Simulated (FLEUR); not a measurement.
Band structure of Re (P6_3/mmc, 2 atoms in the cell).

```
Re
1.0
    1.39118    -2.40959     0.00000
    1.39118     2.40959     0.00000
    0.00000     0.00000     4.49613
Re
2
Direct
  0.33333   0.66667   0.25000
  0.66667   0.33333   0.75000
```

Method: FLEUR with PBE, all-electron FLAPW (FLEUR), scalar-relativistic valence.

Settings: Kmax = 4.1 1/bohr; GmaxXC = 16.4 1/bohr; xcFunctional = pbe; jspins = 1; l_soc = F; mode = hist; fermiSmearingEnergy = 0.00367493 Htr; mesh (inpgen div1-3) = 14 14 7; inpgen gamma flag = true; Gmax = 16.4 1/bohr; numbands = 0; maxIterBroyd = 99; imix = Anderson; alpha = 0.05.

The starting cell has typed, rounded lattice constants, without a prior relaxation at this level. Its lattice was rescaled by a random factor within 2.5 % of one. Spin-orbit coupling is off. Spin polarisation is off. Values depend on the basis (sphere radii, cutoffs, local orbitals), which need not be converged.

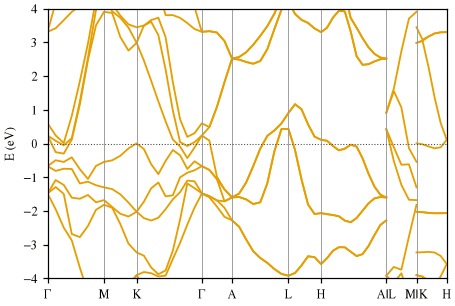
Figure: Bands along the path, energies from the Fermi level.

Levels in eV from the Fermi level, bands 12 to 19:
```json
[
 {"point": "Γ", "12": "-1.47", "13": "-1.47", "14": "-0.67", "15": "-0.67", "16": "0.24", "17": "0.24", "18": "0.60", "19": "3.31"},
 {"point": "M", "12": "-1.81", "13": "-1.68", "14": "-1.30", "15": "-0.54", "16": "3.91", "17": "4.29", "18": "4.42", "19": "5.95"},
 {"point": "K", "12": "-3.23", "13": "-2.02", "14": "-2.02", "15": "0.01", "16": "2.99", "17": "2.99", "18": "3.45", "19": "6.37"},
 {"point": "A", "12": "-2.28", "13": "-1.60", "14": "-1.60", "15": "-1.60", "16": "-1.60", "17": "2.52", "18": "2.52", "19": "2.52"},
 {"point": "L", "12": "-3.92", "13": "0.43", "14": "0.43", "15": "0.91", "16": "0.91", "17": "4.21", "18": "4.21", "19": "4.69"},
 {"point": "H", "12": "-3.57", "13": "-2.06", "14": "-2.06", "15": "0.11", "16": "0.11", "17": "3.30", "18": "3.30", "19": "9.37"}
]
```
